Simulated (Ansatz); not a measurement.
One crystal and one scan (scan of one atom of the cell) at two levels, PBE (plane waves to 420 eV, PAW, scalar-relativistic; Ansatz, a program for electronic structure) and r2SCAN (plane waves to 500 eV, PAW, scalar-relativistic; Ansatz), each from its own relaxed cell and on its own mesh. The cell shown is that of PBE.

TiSi2 (C49 type, space group Cmcm)

```
CELL_PARAMETERS angstrom
      1.77307    -6.78170     0.00000
      1.77307     6.78170     0.00000
      0.00000     0.00000     3.57984
ATOMIC_POSITIONS crystal
  Si 0.94083 0.05917 0.75000
  Si 0.05917 0.94083 0.25000
  Si 0.25028 0.74972 0.75000
  Si 0.74972 0.25028 0.25000
  Ti 0.60319 0.39681 0.75000
  Ti 0.39681 0.60319 0.25000
```

In each cell atom 2 (Si, nearest neighbour Si at 2.404 Å; its periodic images, 3.5 Å or more away, move with it) moves by s·(0.000, 0.000, 1.000) (along Cartesian z), the rest being held.

E stands for the smeared free energy. This is one of several known forms of TiSi2; the measured ambient cells at hand have space group No. 70. TiSi2 is run without spin polarisation. TiSi2 was relaxed with its symmetry unable to fall. With partly filled bands, energies and forces of such displacements shift with the k mesh and the smearing. Percentages come from the unrounded values. Both scans cover s from -0.240 to 0.240 Å.

```csv
quantity,PBE,r2SCAN,PBE − r2SCAN
Lattice constant a (Å),3.546,3.527,+0.019 (+0.6 %)
Lattice constant b (Å),13.56,13.52,+0.04 (+0.3 %)
Lattice constant c (Å),3.580,3.565,+0.015 (+0.4 %)
Relaxed volume (Å³/atom),14.35,14.16,+0.19 (+1.3 %)
Energy at s = 0.240 Å (meV/cell),397,431,-34 (-7.9 %)
Force along the line at s = -0.240 Å (eV/Å),3.335,3.619,-0.284 (-7.8 %)
Force constant k = d²E/ds² at s = 0 (finite differences) (eV/Å²),13.67,14.85,-1.18 (-7.9 %)
```

PBE gives the higher value for: lattice constant a; lattice constant b; lattice constant c; relaxed volume. PBE gives the lower value for: energy at s = 0.240 Å; force along the line at s = -0.240 Å; force constant k = d²E/ds² at s = 0. Both give the same symmetry of the curve: even: the same for both signs.

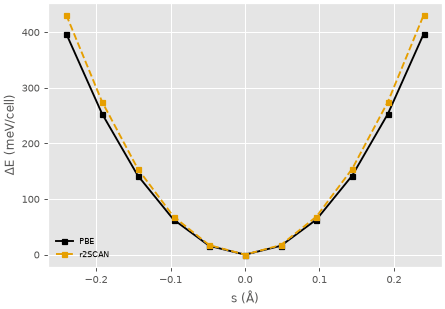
ΔE, each from the undisplaced structure of its own level.

(For displaced atoms, the force is minus the slope of the energy, and its curvature is a force constant, which sets phonon frequencies.)
